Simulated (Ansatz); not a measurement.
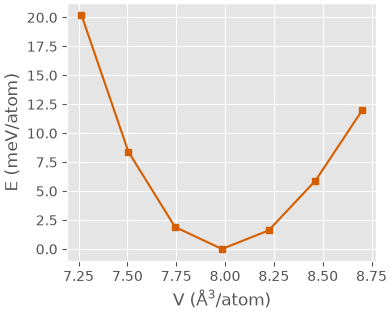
Figure. B$_{3}$HN$_{3}$ in space group Cmc2_1 (No. 36; Pearson symbol oS28) under volume change, r²SCAN+D4 in the plane-wave PAW code Ansatz, shape and atoms relaxed at each volume.

**Question.** What does a third-order Birch–Murnaghan fit give for V₀, B₀ and B′?

**Answer.** V₀ = 7.99 Å³/atom, B₀ = 74.6 GPa, B′ = 7.6.

The start of the workflow was typed in or built on a structure type; neither database checked (COD, Materials Project) lists it. Its standing as an ambient phase is unchecked. Symmetry was held in the r²SCAN+D4 relaxation; its stability against distortions is not shown here. The volume moved by -19 % from the start of the relaxation.

Potentials: the earlier of the program's two PAW sets.
